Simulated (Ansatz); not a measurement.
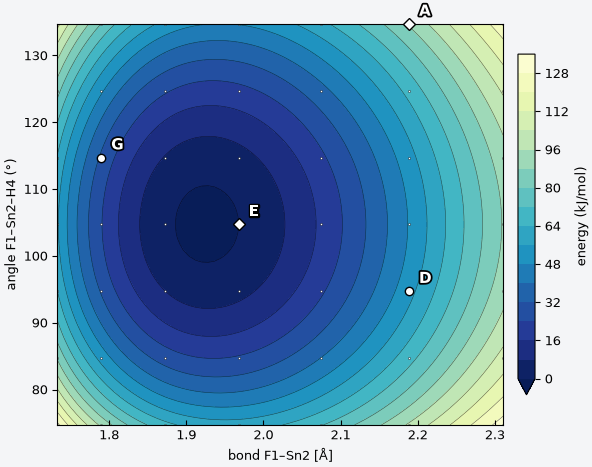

FH3Sn, SMILES [F][SnH3]. 
- Two internal coordinates are moved rigidly from the geometry relaxed at PBE0-D4/def2-TZVP, all others fixed.
- The first coordinate is: bond F1–Sn2; the second: angle F1–Sn2–H4.
- The grid has 7 × 7 points.
- Points are written as (first, second).
- Energies are in kJ/mol, from the lowest grid point.
- All numbers below come from Ansatz, RKS PBE0-D4/def2-TZVPP.

In the figure: filled contours, dots at the grid points, lettered points. Between grid points the surface is interpolated.

Question: Is E the lowest point of the computed grid?

Answer: Yes. E, at (1.968 Å, 104.7°), has the lowest energy of the grid.

Question: What kind of point is each of D, E, G: minimum, saddle, maximum or slope?

Answer: D: on a slope; E: minimum; G: on a slope. (In these two coordinates alone; a stationary point may lie a little off the grid point.)
